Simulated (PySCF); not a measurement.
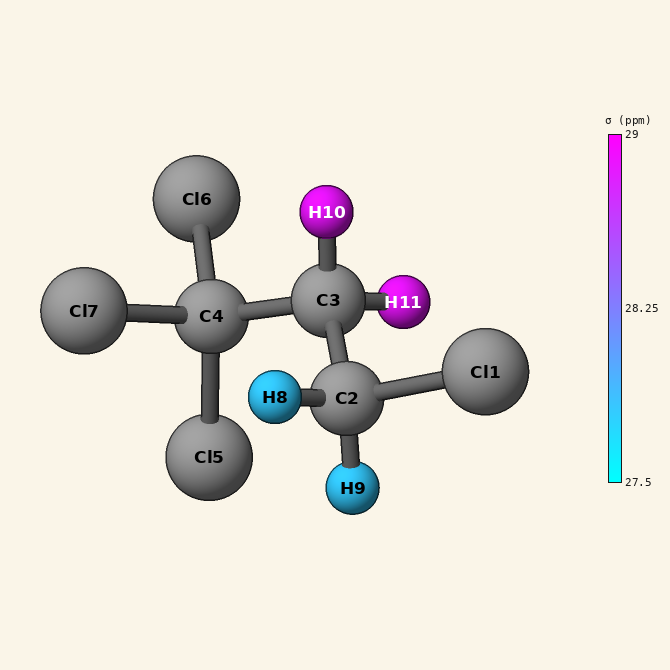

Atoms are coloured by their isotropic NMR shieldings (H only, the others grey). The geometry was computed by an optimisation with GFN2-xTB. No frequency run is at hand to confirm it as a minimum. Level of theory: GIAO PBE0/pcSseg-1 NMR shielding, non-relativistic, gas phase (PySCF 2.14.0).

List the isotropic NMR shieldings of the H atoms.

```
atom  σ (ppm)
  H8    27.81
  H9    27.81
 H10    28.88
 H11    28.88
```
